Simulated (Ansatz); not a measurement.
# Nudged elastic band, with input and output: HfHCl$_{3}$F$_{2}$

The run: nudged elastic band of HfHCl$_{3}$F$_{2}$. Method and program: RHF/def2-SVP (Ansatz 0.2.0).

It belongs to a series of runs on one base structure; here: band between the two ends. Figures and captions count atoms from 1; the log counts them from 0 in places.

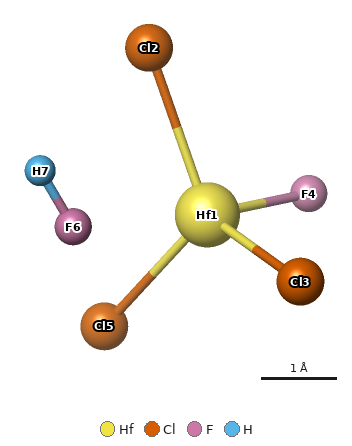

The starting structure (ball-and-stick view, seen at a tilt; atoms are numbered from 1 in the order of the input). Sticks mark near contacts. Bond lengths as drawn: Cl–Hf 2.37 to 2.40 Å, F–H 0.91 Å and F–Hf 1.89 Å.

Input
```yaml
crystal:
  periodic: [false, false, false]
  atoms:
    - { symbol: Hf, position_ang: [0.034292, -0.032451, 0.061014] }
    - { symbol: Cl, position_ang: [-0.156446, 0.334967, 2.427352] }
    - { symbol: Cl, position_ang: [2.16535, 0.33404, -0.917961] }
    - { symbol: F, position_ang: [-0.899734, 1.487753, -0.561843] }
    - { symbol: Cl, position_ang: [-1.288336, -1.768731, -0.871799] }
    - { symbol: F, position_ang: [1.203938, -1.9309, 1.068412] }
    - { symbol: H, position_ang: [1.256435, -1.991378, 1.977525] }
basis:
  gaussian: { orbitals: def2-SVP }
hamiltonian:
  xc: hf
neb:
  order_check: false
  images: 5
  f_tol: 0.05
  max_iterations: 60
  spring: 20.0
  final_atoms:
    - { symbol: Hf, position_ang: [0.4983609, -0.26393413, -0.32020978] }
    - { symbol: Cl, position_ang: [-0.69193297, -0.75269574, 2.6656455] }
    - { symbol: Cl, position_ang: [1.75196282, 0.20038145, -2.26819286] }
    - { symbol: F, position_ang: [-0.09449212, 1.45055477, 0.25777511] }
    - { symbol: Cl, position_ang: [-1.27284559, -1.69230895, -0.99701527] }
    - { symbol: F, position_ang: [1.76720912, -1.11599197, 0.83464224] }
    - { symbol: H, position_ang: [0.35723684, -1.39270542, 3.01005506] }
  initial_path:
    images:
      - { positions_ang: [[0.034292, -0.032451, 0.061014], [-0.156446, 0.334967, 2.427352], [2.16535, 0.33404, -0.917961], [-0.899734, 1.487753, -0.561843], [-1.288336, -1.768731, -0.871799], [1.203938, -1.9309, 1.068412], [1.256435, -1.991378, 1.977525]] }
      - { positions_ang: [[0.01981477, -0.01968791, 0.04518346], [-0.0939063, 0.20881751, 2.57917313], [2.22863419, 0.23397608, -0.89818111], [-0.91973723, 1.53425876, -0.57613328], [-1.25770066, -1.85998402, -0.86266987], [1.2028655, -1.88943823, 0.94042436], [1.13552873, -1.7746422, 1.9549033]] }
      - { positions_ang: [[0.00533753, -0.00692482, 0.02935292], [-0.03136659, 0.08266802, 2.73099427], [2.29191838, 0.13391217, -0.87840122], [-0.93974046, 1.58076453, -0.59042356], [-1.22706532, -1.95123704, -0.85354074], [1.20179299, -1.84797646, 0.81243673], [1.01462246, -1.5579064, 1.93228161]] }
      - { positions_ang: [[-0.0091397, 0.00583827, 0.01352238], [0.03117311, -0.04348147, 2.8828154], [2.35520257, 0.03384825, -0.85862133], [-0.95974368, 1.62727029, -0.60471384], [-1.19642999, -2.04249006, -0.84441162], [1.20072049, -1.80651469, 0.68444909], [0.89371619, -1.34117059, 1.90965991]] }
      - { positions_ang: [[0.16002717, -0.08408586, -0.09772167], [-0.20986225, -0.27988623, 2.81042543], [2.15412266, 0.08935932, -1.32847851], [-0.6713265, 1.56836512, -0.31721752], [-1.22190186, -1.92576302, -0.8952795], [1.38955004, -1.57634045, 0.73451348], [0.71488974, -1.35834887, 2.2764583]] }
      - { positions_ang: [[0.32919404, -0.17401, -0.20896572], [-0.45089761, -0.51629099, 2.73803547], [1.95304274, 0.14487038, -1.79833569], [-0.38290931, 1.50945994, -0.0297212], [-1.24737372, -1.80903599, -0.94614739], [1.57837958, -1.34616621, 0.78457786], [0.53606329, -1.37552715, 2.64325668]] }
      - { positions_ang: [[0.4983609, -0.26393413, -0.32020978], [-0.69193297, -0.75269574, 2.6656455], [1.75196282, 0.20038145, -2.26819286], [-0.09449212, 1.45055477, 0.25777511], [-1.27284559, -1.69230895, -0.99701527], [1.76720912, -1.11599197, 0.83464224], [0.35723684, -1.39270542, 3.01005506]] }
```

Launched with:
```bash
ansatz run input.yaml --threads 2 --pin off --max-ram 3072MiB --backend cpu --events-out ev --progress --plain --runs-dir out
```

Log
```
Engine: ansatz 0.2.0, x86_64-unknown-linux-gnu
Functional definition: HF
  exchange = exact_x
  correlation = 0
1192 factors; integrals over basis functions are off by at most 2.7e-4 eV
mean field evaluation 1: about -44219.4041 eV, gradient 4.3e1 eV
mean field evaluation 2: about -44219.5181 eV, gradient 4.3e1 eV
mean field evaluation 4: about -44223.6958 eV, gradient 2.9e0 eV
mean field evaluation 8: about -44223.7380 eV, gradient 2.3e-1 eV
mean field -44223.73819144 eV, -1625.1924026089 hartree, gradient 2.0e-5 eV, S^2 0.000000; 0 other end points of the search recorded, 0 dependent functions left out
the calculation of the forces begins
reference -44223.73819144 eV, -1625.1924026089 hartree; 41, 41 occupied and 78, 78 virtual orbitals, 1192 factors
1198 factors; integrals over basis functions are off by at most 6.2e-4 eV
mean field evaluation 16: about -44218.9506 eV, gradient 4.7e1 eV
mean field -44223.69555605 eV, -1625.1908357875 hartree, gradient 8.0e-5 eV, S^2 0.000000; 0 other end points of the search recorded, 0 dependent functions left out
[... from here on the field's lines of each further geometry are left out, up to the last ...]
NEB iter   1: max|band force component| = 5.455e0 eV/Å  barrier→ = 3.5749 eV  barrier← = 3.5323 eV  Δτ_max = 0.2000 Å  (265 SCF iters)
NEB iter   2: max|band force component| = 3.985e0 eV/Å  barrier→ = 2.4161 eV  barrier← = 2.3735 eV  Δτ_max = 0.2000 Å  (201 SCF iters)
NEB iter   3: max|band force component| = 3.455e0 eV/Å  barrier→ = 1.4805 eV  barrier← = 1.4379 eV  Δτ_max = 0.1984 Å  (186 SCF iters)
NEB iter   4: max|band force component| = 2.954e0 eV/Å  barrier→ = 1.3380 eV  barrier← = 1.2954 eV  Δτ_max = 0.1969 Å  (193 SCF iters)
NEB iter   5: max|band force component| = 1.373e0 eV/Å  barrier→ = 0.8397 eV  barrier← = 0.7970 eV  Δτ_max = 0.1743 Å  (185 SCF iters)
NEB iter   6: max|band force component| = 8.071e-1 eV/Å  barrier→ = 0.7132 eV  barrier← = 0.6706 eV  Δτ_max = 0.1997 Å  (186 SCF iters)
NEB iter   7: max|band force component| = 7.034e-1 eV/Å  barrier→ = 0.5874 eV  barrier← = 0.5447 eV  CI = image 2  Δτ_max = 0.1466 Å  (188 SCF iters)
NEB iter   8: max|band force component| = 5.482e-1 eV/Å  barrier→ = 0.8304 eV  barrier← = 0.7877 eV  CI = image 2  Δτ_max = 0.0672 Å  (194 SCF iters)
NEB iter   9: max|band force component| = 2.600e-1 eV/Å  barrier→ = 0.8538 eV  barrier← = 0.8111 eV  CI = image 2  Δτ_max = 0.0397 Å  (188 SCF iters)
NEB iter  10: max|band force component| = 1.370e-1 eV/Å  barrier→ = 0.8559 eV  barrier← = 0.8133 eV  CI = image 2  Δτ_max = 0.0119 Å  (188 SCF iters)
NEB iter  11: max|band force component| = 6.341e-2 eV/Å  barrier→ = 0.8541 eV  barrier← = 0.8115 eV  CI = image 2  Δτ_max = 0.0072 Å  (171 SCF iters)
the calculation of the forces begins
reference -44223.65728995 eV, -1625.1894295341 hartree; 41, 41 occupied and 78, 78 virtual orbitals, 1198 factors
1194 factors; integrals over basis functions are off by at most 7.3e-4 eV
mean field -44222.88455764 eV, -1625.1610321455 hartree, gradient 1.1e-5 eV, S^2 0.000000; 1 other end points of the search recorded, 0 dependent functions left out
the calculation of the forces begins
reference -44222.88455764 eV, -1625.1610321455 hartree; 41, 41 occupied and 78, 78 virtual orbitals, 1194 factors
NEB iter  12: max|band force component| = 2.700e-2 eV/Å  barrier→ = 0.8536 eV  barrier← = 0.8110 eV  CI = image 2  Δτ_max = 0.0000 Å  (347 SCF iters)
```

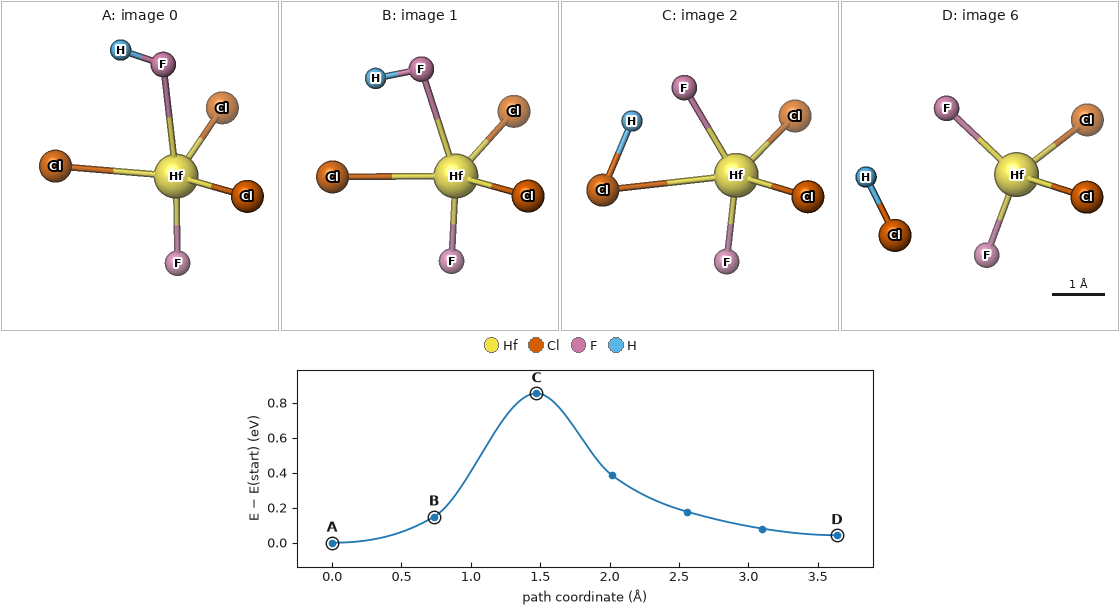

Images of the last band (counted from 0; ball-and-stick, seen at a tilt) above the energy along the path; the line is a cubic interpolation that uses the forces. The highest image is number 2, 0.854 eV above the start and 0.811 eV above the end (the climbing image); the end lies 0.043 eV above the start. The path is 3.64 Å long. The band converged in 12 iterations.

```
Total energy: -44222.88455764 eV, -1625.1610321455 hartree
Atom 0 at     0.232646    -0.315966    -0.053824 Å, force     0.009275    -0.012024     0.015703 eV/Å
Atom 1 at    -0.186815    -0.151599     2.596661 Å, force     0.006848     0.001486    -0.003178 eV/Å
Atom 2 at     2.091408     0.165418    -1.423294 Å, force     0.007241     0.001305    -0.000137 eV/Å
Atom 3 at    -0.641447     1.368325    -0.112727 Å, force    -0.005219     0.003401    -0.004339 eV/Å
Atom 4 at    -1.254829    -1.788702    -1.126143 Å, force     0.000554    -0.004431    -0.000031 eV/Å
Atom 5 at     1.306059    -1.655739     1.155763 Å, force    -0.027076     0.024287    -0.013004 eV/Å
Atom 6 at     0.768477    -1.188437     2.146263 Å, force     0.008377    -0.014024     0.004986 eV/Å
Dipole moment:     0.092767    -0.172591     0.356708 e Å
this run last wrote the band of iteration 12 to [file]
```

The last band as extended XYZ (Å, eV, eV/Å)
```
7
Properties=species:S:1:pos:R:3:forces:R:3 image=0 energy=-44223.73819
Hf    0.0343   -0.0325    0.0610    0.0144  -0.0227   0.0133
Cl   -0.1564    0.3350    2.4274   -0.0051   0.0080  -0.0011
Cl    2.1654    0.3340   -0.9180   -0.0028   0.0043  -0.0044
F    -0.8997    1.4878   -0.5618   -0.0067   0.0109  -0.0031
Cl   -1.2883   -1.7687   -0.8718   -0.0023   0.0043  -0.0038
F     1.2039   -1.9309    1.0684    0.0049  -0.0077   0.0050
H     1.2564   -1.9914    1.9775   -0.0024   0.0029  -0.0059
7
Properties=species:S:1:pos:R:3:forces:R:3 image=1 energy=-44223.58866
Hf    0.0992   -0.1443    0.0357   -0.0924   0.1129   0.0623
Cl   -0.2393    0.0551    2.4694   -0.0447   0.1604  -0.0937
Cl    2.0980    0.1897   -1.2003    0.0082   0.0082   0.1510
F    -0.7618    1.4971   -0.3092   -0.0912   0.0779  -0.1566
Cl   -1.2675   -1.7499   -1.0278    0.0029   0.0020   0.0751
F     1.3180   -1.8060    1.1724    0.0121  -0.0915   0.0241
H     1.0689   -1.6083    2.0425    0.2052  -0.2700  -0.0623
7
Properties=species:S:1:pos:R:3:forces:R:3 image=2 energy=-44222.88456
Hf    0.2326   -0.3160   -0.0538    0.0093  -0.0120   0.0157
Cl   -0.1868   -0.1516    2.5967    0.0068   0.0015  -0.0032
Cl    2.0914    0.1654   -1.4233    0.0072   0.0013  -0.0001
F    -0.6414    1.3683   -0.1127   -0.0052   0.0034  -0.0043
Cl   -1.2548   -1.7887   -1.1261    0.0006  -0.0044   0.0000
F     1.3061   -1.6557    1.1558   -0.0271   0.0243  -0.0130
H     0.7685   -1.1884    2.1463    0.0084  -0.0140   0.0050
7
Properties=species:S:1:pos:R:3:forces:R:3 image=3 energy=-44223.35050
Hf    0.3071   -0.3869   -0.1728    0.0947  -0.0790  -0.1387
Cl   -0.2152   -0.1412    2.6632   -0.0355  -0.0192   0.0827
Cl    2.0962    0.1870   -1.5947    0.0135   0.0470  -0.1934
F    -0.5803    1.3062   -0.0415    0.0802  -0.0643   0.1075
Cl   -1.2786   -1.8222   -1.1681   -0.0276  -0.0144  -0.0721
F     1.3426   -1.6118    0.9574    0.0330   0.0411  -0.2515
H     0.6436   -1.0978    2.5392   -0.1583   0.0887   0.4655
7
Properties=species:S:1:pos:R:3:forces:R:3 image=4 energy=-44223.56041
Hf    0.3695   -0.3797   -0.2706    0.0290  -0.0010  -0.0455
Cl   -0.3382   -0.2684    2.7281   -0.0629  -0.0358   0.0233
Cl    2.0051    0.2284   -1.8607   -0.0310  -0.0045  -0.1210
F    -0.4449    1.3117    0.0883    0.0664  -0.0025   0.0345
Cl   -1.2883   -1.7814   -1.2110    0.0015   0.0030  -0.0126
F     1.4560   -1.5032    0.8626    0.0484   0.0535  -0.0261
H     0.5562   -1.1741    2.8460   -0.0514  -0.0126   0.1474
7
Properties=species:S:1:pos:R:3:forces:R:3 image=5 energy=-44223.65729
Hf    0.4351   -0.3297   -0.3171    0.0158   0.0116  -0.0143
Cl   -0.5212   -0.4978    2.7432   -0.0461  -0.0421   0.0006
Cl    1.8801    0.2373   -2.0968   -0.0250  -0.0156  -0.0589
F    -0.2787    1.3650    0.1853    0.0457   0.0123   0.0112
Cl   -1.2765   -1.7490   -1.1379    0.0020   0.0011   0.0232
F     1.6168   -1.3096    0.8363    0.0366   0.0451   0.0035
H     0.4599   -1.2829    2.9697   -0.0290  -0.0122   0.0348
7
Properties=species:S:1:pos:R:3:forces:R:3 image=6 energy=-44223.69556
Hf    0.4984   -0.2639   -0.3202    0.0023   0.0006   0.0011
Cl   -0.6919   -0.7527    2.6656    0.0011   0.0011  -0.0006
Cl    1.7520    0.2004   -2.2682    0.0000   0.0002   0.0009
F    -0.0945    1.4506    0.2578   -0.0008   0.0012  -0.0006
Cl   -1.2728   -1.6923   -0.9970   -0.0020  -0.0018  -0.0002
F     1.7672   -1.1160    0.8346    0.0006   0.0000  -0.0011
H     0.3572   -1.3927    3.0101   -0.0011  -0.0013   0.0005
```

Key numbers

- outcome: converged
- barrier, forward: 0.854 eV
- barrier, backward: 0.811 eV
- hardware: 2 threads of Intel Xeon (Sapphire Rapids), 32 GiB of memory available, shared host
- wall time: 2.7 min (CPU time 5 min)
- peak memory: 0.31 GiB

Notes

The order of the saddle point was not checked.
